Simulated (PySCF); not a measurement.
# CH₆AlClFN: runs on many settings

Aim: see how CH₆AlClFN (`[CH3][Al@-]([NH3+])([F])[Cl]`) answers to the choice of functional, basis, grid and SCF options.

The runs use PySCF 2.14.0, with density-fitted response routines of our own; the level of theory stands in each step. All values are computed, except where a source is named. Atoms count from 0, in the outputs and in this text.

### Step 1. Starting geometry

11 atoms, charge 0, multiplicity 1; geometry from: GFN2-xTB.

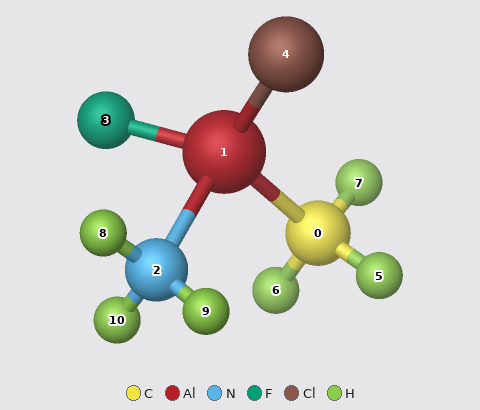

The starting geometry (carbon yellow, aluminium red, nitrogen blue, fluorine teal, chlorine brown, hydrogen green), atoms numbered.

### Step 2. Nuclear shieldings: PBE0/pcSseg-1

The job: settings as JSON, then the geometry in Å.

```
{"job": {"kind": "nmr", "xc": "PBE0", "basis": "pcSseg-1"}, "charge": 0, "multiplicity": 1}
C      1.651425    -0.375642     0.067574
Al     0.126008     0.873270    -0.186393
N     -1.555317    -0.387823     0.069593
F     -0.346241     1.197760    -1.756055
Cl    -0.256690     2.331043     1.204512
H      1.675631    -0.831771     1.059031
H      1.653753    -1.189347    -0.659387
H      2.612708     0.130293    -0.047343
H     -2.371764     0.189496    -0.119564
H     -1.667503    -0.819979     0.980621
H     -1.516585    -1.114630    -0.638554
```

With the program's defaults for keys left out, this is: GIAO PBE0/pcSseg-1 NMR shielding, non-relativistic, gas phase.

The run is started by

```console
$ OMP_NUM_THREADS=1 python probes_run.py task.json out
```

One launch serves the whole session: the jobs run in the order shown.

The program printed:

```text
coarse grid: 10208 points
cycle   1  E = -898.4893122790  dE =  1.213e-01  |g| = 7.335e-01  |ddm| = 2.772e+00
cycle   2  E = -898.4147544610  dE =  7.456e-02  |g| = 1.048e+00  |ddm| = 1.246e+00
cycle   3  E = -898.5935341397  dE = -1.788e-01  |g| = 1.050e-01  |ddm| = 7.202e-01
cycle   4  E = -898.5956481567  dE = -2.114e-03  |g| = 2.914e-02  |ddm| = 9.992e-02
cycle   5  E = -898.5958001931  dE = -1.520e-04  |g| = 7.291e-03  |ddm| = 2.127e-02
cycle   6  E = -898.5958125813  dE = -1.239e-05  |g| = 1.815e-03  |ddm| = 8.213e-03
cycle   7  E = -898.5958131694  dE = -5.881e-07  |g| = 3.256e-04  |ddm| = 1.672e-03
final grid: 89672 points
cycle   8  E = -898.6239451128  dE = -2.962e-05  |g| = 7.362e-03  |ddm| = 1.409e-02
cycle   9  E = -898.6239403509  dE =  4.762e-06  |g| = 8.589e-03  |ddm| = 1.045e-02
cycle  10  E = -898.6239561915  dE = -1.584e-05  |g| = 7.284e-04  |ddm| = 5.599e-03
cycle  11  E = -898.6239562629  dE = -7.131e-08  |g| = 2.294e-04  |ddm| = 6.152e-04
cycle  12  E = -898.6239562707  dE = -7.858e-09  |g| = 5.704e-05  |ddm| = 1.585e-04
cycle  13  E = -898.6239562712  dE = -4.939e-10  |g| = 1.529e-05  |ddm| = 5.105e-05
converged SCF energy = -898.6239562712

GIAO shielding tensors (ppm)
atom      isotropic    diamagn.    paramagn.     s11        s22        s33       span
  0 C      199.698     252.951     -53.253    196.635    198.327    204.133      7.498
  1 Al     446.550     794.206    -347.656    375.617    444.718    519.317    143.700
  2 N      229.294     317.475     -88.180    225.667    230.366    231.850      6.183
  3 F      347.250     471.109    -123.859    309.187    326.143    406.419     97.232
  4 Cl     982.498    1149.783    -167.285    910.690    957.395   1079.408    168.718
  5 H       32.443      31.493       0.950     28.071     29.825     39.433     11.362
  6 H       32.445      31.587       0.858     27.685     29.574     40.076     12.391
  7 H       32.053      29.585       2.469     27.378     28.865     39.917     12.539
  8 H       29.634      29.112       0.523     24.044     26.194     38.666     14.621
  9 H       29.978      30.541      -0.563     24.531     25.697     39.705     15.174
 10 H       29.798      30.748      -0.950     24.073     25.839     39.483     15.410
```

It took 10 s on 1 thread of Arm Neoverse V1, shared host; peak memory 0.62 GiB.

The references, computed at this level on geometries of the same kind, shield at (ppm): 1H TMS 31.72, 13C TMS 186.9, 19F CFCl3 170.9, 15N NH3 267.7, 27Al AlH4- 490.0, 35Cl HCl 950. Their shielding less the atom's gives the shift. The references are single molecules in the gas phase, so shifts against H2O, NH3, PH3, H3PO4 or CFCl3 are not on the usual liquid scales and can be off by tens of ppm. Shifts against hydride references such as AlH4− lie on their own scale. Atoms listed in one row are averaged.

| atoms | environment | σ (ppm) | δ (ppm) |
| --- | --- | --- | --- |
| C0 | methyl carbon bonded to Al | 199.7 | -12.8 |
| H8, H9, H10 | hydrogen on a donor nitrogen of a Lewis adduct | 29.80 | 1.91 |
| H5, H6, H7 | hydrogen on a methyl carbon bonded to Al | 32.31 | -0.60 |
| Al1 | aluminium bonded to C, Cl, F, N | 446.6 | 43.4 |
| N2 | donor nitrogen of a Lewis adduct | 229.3 | 38.4 |
| F3 | fluorine bonded to Al | 347.2 | -176.3 |
| Cl4 | chlorine bonded to Al | 982 | -33 |

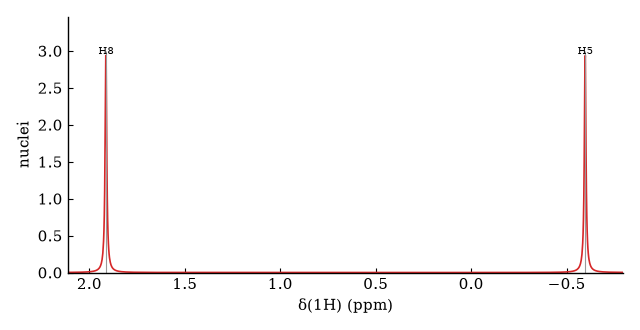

1H lines at the computed shifts, without couplings. Lines are broadened to a width of 0.01 ppm (Lorentzian).

Charges from the same density, by scheme (e):

| atoms | Mulliken | IAO | Hirshfeld | ESP fit |
| --- | --- | --- | --- | --- |
| C0 | -0.73 | -0.82 | -0.29 | -0.78 |
| Al1 | 1.11 | 1.12 | 0.47 | 0.98 |
| N2 | -0.49 | -0.62 | -0.17 | -0.85 |
| F3 | -0.53 | -0.60 | -0.33 | -0.49 |
| Cl4 | -0.41 | -0.40 | -0.24 | -0.39 |

IAO charges:

| atom | value (e) |
| --- | --- |
| C0 | -0.82 |
| Al1 | 1.12 |
| N2 | -0.62 |
| F3 | -0.60 |
| Cl4 | -0.40 |
| H5 | 0.14 |
| H6 | 0.14 |
| H7 | 0.15 |
| H8 | 0.29 |
| H9 | 0.29 |
| H10 | 0.29 |

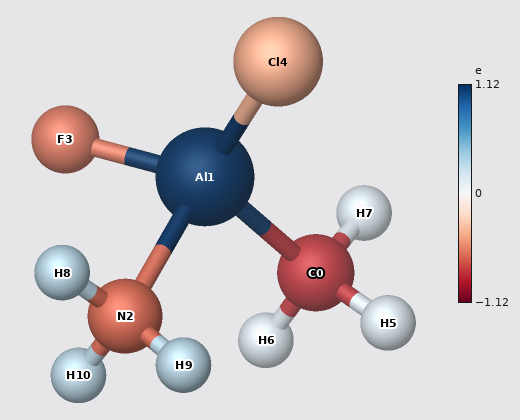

IAO charges, as colours on the atoms.

Mayer bond orders: C0–Al1 0.85, Al1–N2 0.34, Al1–F3 0.83, Al1–Cl4 0.93.

### Step 3. TDDFT and polarisability: PBE0/def2-SVPD

Same as in step 2 but for these lines:

```diff
@@ -1,2 +1,2 @@
-{"job": {"kind": "nmr", "xc": "PBE0", "basis": "pcSseg-1"}, "charge": 0, "multiplicity": 1}
+{"job": {"kind": "uv", "xc": "PBE0", "basis": "def2-SVPD", "nstates": 6, "ntriplets": 2}, "charge": 0, "multiplicity": 1}
 C      1.651425    -0.375642     0.067574
```

Method: TDDFT PBE0/def2-SVPD, vertical, gas phase, core orbitals frozen in the response.

The program printed:

```text
coarse grid: 10208 points
cycle   1  E = -898.1273834626  dE =  8.001e-02  |g| = 6.857e-01  |ddm| = 3.967e+00
cycle   2  E = -898.0455347822  dE =  8.185e-02  |g| = 1.005e+00  |ddm| = 1.559e+00
cycle   3  E = -898.2251918054  dE = -1.797e-01  |g| = 1.101e-01  |ddm| = 8.294e-01
cycle   4  E = -898.2276506433  dE = -2.459e-03  |g| = 2.651e-02  |ddm| = 1.468e-01
cycle   5  E = -898.2278004773  dE = -1.498e-04  |g| = 7.563e-03  |ddm| = 3.326e-02
cycle   6  E = -898.2278151688  dE = -1.469e-05  |g| = 1.170e-03  |ddm| = 1.306e-02
cycle   7  E = -898.2278154845  dE = -3.157e-07  |g| = 3.499e-04  |ddm| = 2.184e-03
final grid: 89672 points
cycle   8  E = -898.3246092927  dE = -2.290e-05  |g| = 6.900e-03  |ddm| = 5.592e-02
cycle   9  E = -898.3246043011  dE =  4.992e-06  |g| = 8.447e-03  |ddm| = 1.596e-02
cycle  10  E = -898.3246205492  dE = -1.625e-05  |g| = 6.708e-04  |ddm| = 7.751e-03
cycle  11  E = -898.3246206337  dE = -8.453e-08  |g| = 1.581e-04  |ddm| = 8.664e-04
cycle  12  E = -898.3246206372  dE = -3.460e-09  |g| = 6.287e-05  |ddm| = 1.909e-04
cycle  13  E = -898.3246206380  dE = -8.317e-10  |g| = 9.482e-06  |ddm| = 8.909e-05
converged SCF energy = -898.3246206380

Static polarisability (au): isotropic 60.492, principal 54.471 60.745 66.260

Singlet excitations
state   eV       nm        f      main configurations
  1   6.4476    192.3   0.06945   H->L 0.99
  2   7.4031    167.5   0.02646   H-1->L 0.97
  3   7.5073    165.2   0.02707   H-2->L 0.90
  4   7.6021    163.1   0.10230   H->L+1 0.90
  5   8.2103    151.0   0.00032   H->L+2 0.82
  6   8.2381    150.5   0.01327   H->L+3 0.86, H->L+2 0.09

Triplet excitations (Tamm-Dancoff, eV): 6.2775 7.1875
```

It took 13 s on 1 thread of Arm Neoverse V1, shared host; peak memory 0.69 GiB.

The orbitals next to the gap, with their largest atomic shares:

| orbital | eV | atoms |
| --- | --- | --- |
| HOMO−3 | -10.15 | Cl4 35 %, F3 27 %, N2 16 % |
| HOMO−2 | -9.04 | Cl4 80 %, Al1 8 %, C0 5 % |
| HOMO−1 | -8.93 | Cl4 86 %, Al1 6 % |
| HOMO | -7.97 | C0 44 %, Al1 16 %, Cl4 16 % |
| LUMO | -0.55 | Al1 36 %, H9 13 %, N2 12 % |
| LUMO+1 | 0.79 | Al1 32 %, Cl4 20 %, C0 10 % |
| LUMO+2 | 1.30 | Cl4 24 %, H8 14 %, Al1 12 % |

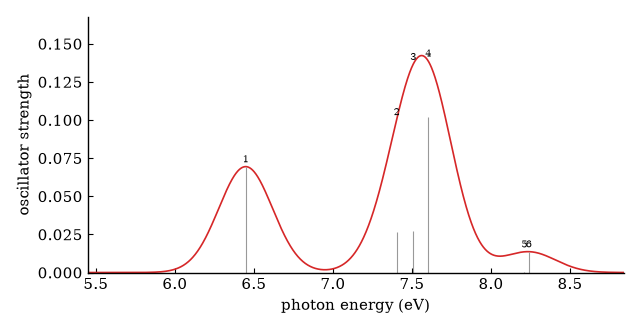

Absorption spectrum from the 6 singlet states computed; above the last one it falls off for lack of states. Lines are broadened to a width of 0.40 eV (Gaussian).

Further results of this job:

| property | computed |
| --- | --- |
| dipole moment (D) | 5.27 |
| polarisability (Å³) | 8.96 |
| HOMO–LUMO gap (eV) | 7.42 |
| −ε(HOMO) (eV) | 7.97 |

### Step 4. Ultraviolet spectrum: wB97X-D/3-21G in acetone

Same as in step 3 but for these lines:

```diff
@@ -1,2 +1,2 @@
-{"job": {"kind": "uv", "xc": "PBE0", "basis": "def2-SVPD", "nstates": 6, "ntriplets": 2}, "charge": 0, "multiplicity": 1}
+{"job": {"kind": "uv", "xc": "wB97X-D", "basis": "3-21G", "solvent": "acetone", "nstates": 12, "ntriplets": 0, "tda": false, "scf": {"conv": 1e-06}}, "charge": 0, "multiplicity": 1}
 C      1.651425    -0.375642     0.067574
```

Level: TDDFT wB97X-D/3-21G, vertical, IEF-PCM acetone (non-equilibrium linear response), core orbitals frozen in the response.

The program printed:

```text
final grid: 89672 points
cycle   1  E = -894.4153914026  dE = -4.009e-01  |g| = 6.695e-01  |ddm| = 2.596e+00
cycle   2  E = -894.4394588252  dE = -2.407e-02  |g| = 6.618e-01  |ddm| = 1.100e+00
cycle   3  E = -894.4990935941  dE = -5.963e-02  |g| = 4.886e-02  |ddm| = 4.761e-01
cycle   4  E = -894.4996436375  dE = -5.500e-04  |g| = 2.129e-02  |ddm| = 6.997e-02
cycle   5  E = -894.4997549116  dE = -1.113e-04  |g| = 2.763e-03  |ddm| = 2.274e-02
cycle   6  E = -894.4997574897  dE = -2.578e-06  |g| = 1.184e-03  |ddm| = 4.655e-03
cycle   7  E = -894.4997579781  dE = -4.884e-07  |g| = 1.905e-04  |ddm| = 1.863e-03
converged SCF energy = -894.4997579781

Static polarisability (au): isotropic 45.937, principal 39.474 42.843 55.494

Singlet excitations
state   eV       nm        f      main configurations
  1   8.3125    149.2   0.24249   H->L 0.96
  2   9.2111    134.6   0.03723   H-2->L 0.63, H->L+1 0.14, H-1->L 0.12
  3   9.3163    133.1   0.05725   H-1->L 0.76, H-2->L 0.17
  4   9.3959    132.0   0.15125   H->L+1 0.73, H-2->L 0.10
  5   9.6359    128.7   0.05816   H-3->L 0.77
  6   9.9743    124.3   0.09116   H->L+2 0.84
  7  10.0554    123.3   0.03905   H-4->L 0.45, H->L+3 0.22, H-5->L 0.14
  8  10.4787    118.3   0.01920   H->L+3 0.59, H-4->L 0.14
  9  10.6277    116.7   0.09837   H-5->L 0.39, H-4->L 0.16, H-3->L+1 0.10
 10  10.6625    116.3   0.08504   H-1->L+1 0.38, H-3->L+1 0.23, H-2->L+1 0.16
 11  10.7329    115.5   0.03304   H-6->L 0.42, H-2->L+1 0.28, H-1->L+1 0.09
 12  10.7963    114.8   0.05924   H-6->L 0.31, H-2->L+1 0.24, H-5->L 0.17
```

Run time: 6.1 s. Hardware: 1 thread of Arm Neoverse V1, shared host.

This run: HOMO -9.62 eV, LUMO 3.23 eV; lowest singlet 8.31 eV.

### Step 5. Ultraviolet spectrum: BLYP/def2-SVPD

Same as in step 4 but for these lines:

```diff
@@ -1,2 +1,2 @@
-{"job": {"kind": "uv", "xc": "wB97X-D", "basis": "3-21G", "solvent": "acetone", "nstates": 12, "ntriplets": 0, "tda": false, "scf": {"conv": 1e-06}}, "charge": 0, "multiplicity": 1}
+{"job": {"kind": "uv", "xc": "BLYP", "basis": "def2-SVPD", "nstates": 25, "ntriplets": 2, "tda": true}, "charge": 0, "multiplicity": 1}
 C      1.651425    -0.375642     0.067574
```

With the program's defaults for keys left out, this is: TDA BLYP/def2-SVPD, vertical, gas phase, core orbitals frozen in the response.

The program printed:

```text
coarse grid: 10208 points
cycle   1  E = -898.4313746253  dE =  1.474e-01  |g| = 8.747e-01  |ddm| = 4.250e+00
cycle   2  E = -897.9418217031  dE =  4.896e-01  |g| = 1.821e+00  |ddm| = 3.025e+00
cycle   3  E = -898.5860412490  dE = -6.442e-01  |g| = 2.704e-01  |ddm| = 2.313e+00
cycle   4  E = -898.6010732040  dE = -1.503e-02  |g| = 6.581e-02  |ddm| = 3.358e-01
cycle   5  E = -898.6018411002  dE = -7.679e-04  |g| = 2.468e-02  |ddm| = 8.476e-02
cycle   6  E = -898.6020061271  dE = -1.650e-04  |g| = 4.332e-03  |ddm| = 4.274e-02
cycle   7  E = -898.6020096111  dE = -3.484e-06  |g| = 1.363e-03  |ddm| = 5.584e-03
final grid: 89672 points
cycle   8  E = -898.7304847817  dE = -3.166e-05  |g| = 9.188e-03  |ddm| = 6.634e-02
cycle   9  E = -898.7304387374  dE =  4.604e-05  |g| = 1.757e-02  |ddm| = 2.240e-02
cycle  10  E = -898.7305022305  dE = -6.349e-05  |g| = 1.474e-03  |ddm| = 1.481e-02
cycle  11  E = -898.7305025980  dE = -3.675e-07  |g| = 3.819e-04  |ddm| = 1.538e-03
cycle  12  E = -898.7305026277  dE = -2.963e-08  |g| = 7.429e-05  |ddm| = 4.138e-04
cycle  13  E = -898.7305026291  dE = -1.484e-09  |g| = 1.789e-05  |ddm| = 1.207e-04
cycle  14  E = -898.7305026292  dE = -9.163e-11  |g| = 4.981e-06  |ddm| = 3.294e-05
converged SCF energy = -898.7305026292

Static polarisability (au): isotropic 64.439, principal 57.704 64.895 70.717

Singlet excitations
state   eV       nm        f      main configurations
  1   5.2991    234.0   0.05026   H->L 0.99
  2   6.0422    205.2   0.01165   H-1->L 0.99
  3   6.1742    200.8   0.02454   H-2->L 0.98
  4   6.7598    183.4   0.09421   H->L+1 0.96
  5   7.0964    174.7   0.05532   H-3->L 0.95
  6   7.1474    173.5   0.00570   H->L+2 0.75, H->L+3 0.24
  7   7.1803    172.7   0.00674   H->L+3 0.75, H->L+2 0.22
  8   7.4292    166.9   0.00069   H-4->L 0.99
  9   7.4617    166.2   0.01285   H-1->L+1 0.92
 10   7.5751    163.7   0.01973   H-5->L 0.92
 11   7.6177    162.8   0.00790   H-2->L+1 0.80
 12   7.7038    160.9   0.02908   H-6->L 0.97
 13   7.7733    159.5   0.02381   H->L+4 0.88
 14   7.8291    158.4   0.01821   H->L+5 0.87
 15   7.9466    156.0   0.02538   H-1->L+2 0.85, H-1->L+3 0.11
 16   8.0044    154.9   0.00193   H-7->L 0.60, H-1->L+3 0.31
 17   8.0153    154.7   0.00454   H-7->L 0.38, H-1->L+3 0.38, H-2->L+2 0.14
 18   8.0525    154.0   0.01921   H-2->L+2 0.75, H-1->L+3 0.13
 19   8.0704    153.6   0.00564   H-2->L+3 0.92
 20   8.3376    148.7   0.01001   H->L+6 0.93
 21   8.4324    147.0   0.00492   H-8->L 0.94
 22   8.5016    145.8   0.00366   H-1->L+4 0.50, H-3->L+1 0.41
 23   8.5332    145.3   0.01885   H->L+7 0.84
 24   8.5550    144.9   0.02381   H-3->L+1 0.44, H-1->L+4 0.29, H-1->L+5 0.13
 25   8.6058    144.1   0.00843   H-2->L+4 0.87

Triplet excitations (Tamm-Dancoff, eV): 5.1807 6.0017
```

It took 18 s on 1 thread of Arm Neoverse V1, shared host.

This run: HOMO -6.52 eV, LUMO -1.30 eV; lowest singlet 5.30 eV.

### Step 6. Shielding tensors: PBE0/pcSseg-1

Same as in step 5 but for these lines:

```diff
@@ -1,2 +1,2 @@
-{"job": {"kind": "uv", "xc": "BLYP", "basis": "def2-SVPD", "nstates": 25, "ntriplets": 2, "tda": true}, "charge": 0, "multiplicity": 1}
+{"job": {"kind": "nmr", "xc": "PBE0", "basis": "pcSseg-1", "pop": false, "scf": {"conv": 1e-07}}, "charge": 0, "multiplicity": 1}
 C      1.651425    -0.375642     0.067574
```

Level: GIAO PBE0/pcSseg-1 NMR shielding, non-relativistic, gas phase.

The program printed:

```text
final grid: 89672 points
cycle   1  E = -898.5183793580  dE =  1.208e-01  |g| = 7.312e-01  |ddm| = 2.771e+00
cycle   2  E = -898.4433818669  dE =  7.500e-02  |g| = 1.049e+00  |ddm| = 1.245e+00
cycle   3  E = -898.6216531100  dE = -1.783e-01  |g| = 1.055e-01  |ddm| = 7.202e-01
cycle   4  E = -898.6237901970  dE = -2.137e-03  |g| = 2.919e-02  |ddm| = 1.005e-01
cycle   5  E = -898.6239439086  dE = -1.537e-04  |g| = 7.103e-03  |ddm| = 2.127e-02
cycle   6  E = -898.6239556297  dE = -1.172e-05  |g| = 1.849e-03  |ddm| = 8.077e-03
cycle   7  E = -898.6239562442  dE = -6.144e-07  |g| = 3.210e-04  |ddm| = 1.693e-03
cycle   8  E = -898.6239562687  dE = -2.452e-08  |g| = 1.046e-04  |ddm| = 4.401e-04
converged SCF energy = -898.6239562687

GIAO shielding tensors (ppm)
atom      isotropic    diamagn.    paramagn.     s11        s22        s33       span
  0 C      199.703     252.951     -53.248    196.640    198.330    204.138      7.498
  1 Al     446.553     794.207    -347.655    375.618    444.718    519.321    143.703
  2 N      229.286     317.476     -88.191    225.658    230.358    231.841      6.183
  3 F      347.237     471.109    -123.872    309.164    326.119    406.427     97.263
  4 Cl     982.478    1149.782    -167.304    910.657    957.371   1079.406    168.749
  5 H       32.443      31.493       0.951     28.071     29.825     39.434     11.363
  6 H       32.445      31.587       0.858     27.685     29.574     40.077     12.391
  7 H       32.053      29.585       2.469     27.377     28.866     39.917     12.540
  8 H       29.634      29.111       0.523     24.044     26.193     38.665     14.622
  9 H       29.978      30.541      -0.563     24.531     25.697     39.705     15.174
 10 H       29.798      30.748      -0.950     24.073     25.839     39.483     15.410
```

Wall time 7.6 s (1 thread of Arm Neoverse V1, shared host); peak memory 0.65 GiB.

This run: δ C0 -12.8, Al1 43.4, N2 38.4, F3 -176.3, H8 1.91, H5 -0.60 ppm (means over like atoms).

### Step 7. Side by side: electronic excitations

Excitations and ground-state properties, with basis size and wall time:

| run | lowest singlet (eV) | brightest (eV) | f | gap (eV) | α (Å³) | μ (D) | functions | time |
| --- | --- | --- | --- | --- | --- | --- | --- | --- |
| PBE0/def2-SVPD | 6.45 | 7.60 | 0.102 | 7.42 | 8.96 | 5.27 | 162 | 13 s |
| wB97X-D/3-21G in acetone | 8.31 | 8.31 | 0.242 | 12.84 | 6.81 | 7.15 | 65 | 6.1 s |
| BLYP/def2-SVPD | 5.30 | 6.76 | 0.094 | 5.22 | 9.55 | 5.18 | 162 | 18 s |

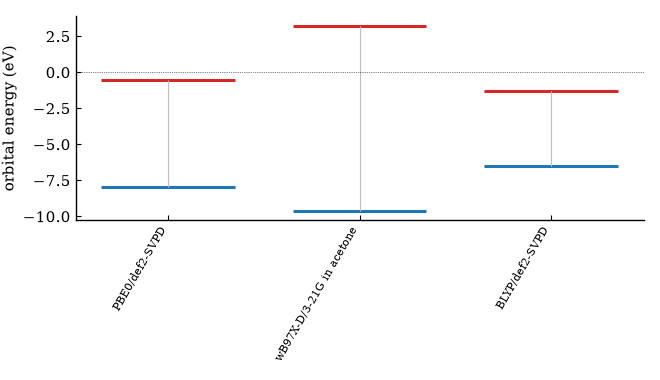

HOMO (blue) and LUMO (red) run by run.

### Step 8. Summary of results

| quantity | value |
| --- | --- |
| 13C shifts against TMS (PBE0/pcSseg-1) | -12.8 ppm |
| 1H shifts against TMS (PBE0/pcSseg-1, means over atoms taken as alike) | 1.91, -0.60 ppm |
| 27Al shifts against AlH4- (PBE0/pcSseg-1) | 43.4 ppm |
| 15N shifts against NH3 (PBE0/pcSseg-1) | 38.4 ppm |
| 19F shifts against CFCl3 (PBE0/pcSseg-1) | -176.3 ppm |
| 35Cl shifts against HCl (PBE0/pcSseg-1) | -33 ppm |
| lowest singlet (PBE0/def2-SVPD) | 6.45 eV (192 nm), f = 0.069 |
| brightest single state of those computed | state 4, 7.60 eV, f = 0.102 |
| lowest triplet | 6.28 eV |
| range of the lowest singlet | 5.30 to 8.31 eV |

In words: Single values in the summary come from the first sound run of each kind (PBE0/pcSseg-1; PBE0/def2-SVPD), which need not be the best level. At PBE0/pcSseg-1: Shielding is most anisotropic at Cl4 (span 169 ppm, paramagnetic term -167 ppm). The lowest singlet, at 6.45 eV, is HOMO→LUMO 0.99 and is bright; of the 6 states computed, the strongest absorption comes from state 4 at 7.60 eV. The lowest triplet lies 0.17 eV below the lowest singlet (triplets in Tamm-Dancoff, singlets in full TDDFT). The lowest singlet runs from 5.30 eV (BLYP/def2-SVPD) to 8.31 eV (wB97X-D/3-21G in acetone), while the orbital gap spans 5.22 to 12.84 eV. Some runs use the Tamm-Dancoff approximation and others full TDDFT, which shifts states apart from functional and basis. The lowest state need not be the same one in every run. The runs solved for a few states only, so the brightest column depends on that window.
